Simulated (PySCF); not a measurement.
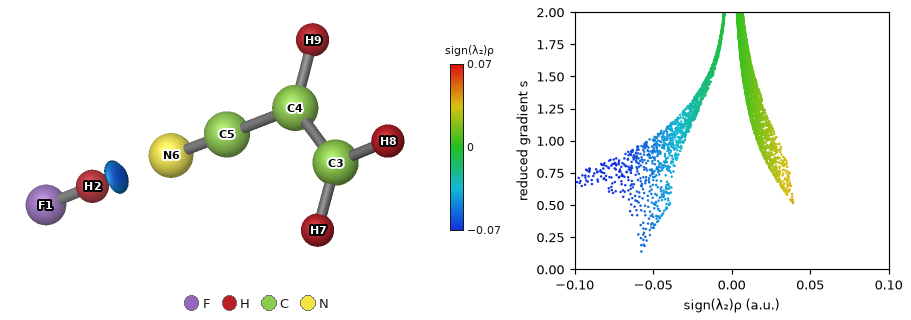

Figure. C$_{3}$H$_{4}$FN, SMILES `F.C=CC#N`. Non-covalent interaction surfaces between the fragments (reduced density gradient s = 0.4, coloured by sign(λ₂)ρ in a.u.; trimmed to the region between the fragments where ρ is under 0.1 a.u.). Fragment A: HF (atoms 1–2); fragment B: H3C3N. The plot gives s against sign(λ₂)ρ for grid points between the fragments.

Computed with PySCF, BP86/def2-SVPD, geometry: GFN2-xTB.

Q: Which interactions hold the two fragments together?

A: Bond critical points between the fragments: H2···N6, hydrogen bond, 1.62 Å, ρ = 0.058 a.u. It appears blue (attractive, sign(λ₂)ρ well below zero). The pose is a local one from a semi-empirical search, not shown to be the most stable.

Q: How strongly are they bound?

A: The counterpoise-corrected interaction energy of the frozen fragments is −8.9 kcal/mol without dispersion correction and −9.6 kcal/mol with D3(BJ). The pair geometry is semi-empirical, not a minimum at this level.

The PySCF run took 34 s on 1 thread of Arm Neoverse V2 (shared host), peak memory 0.49 GiB.
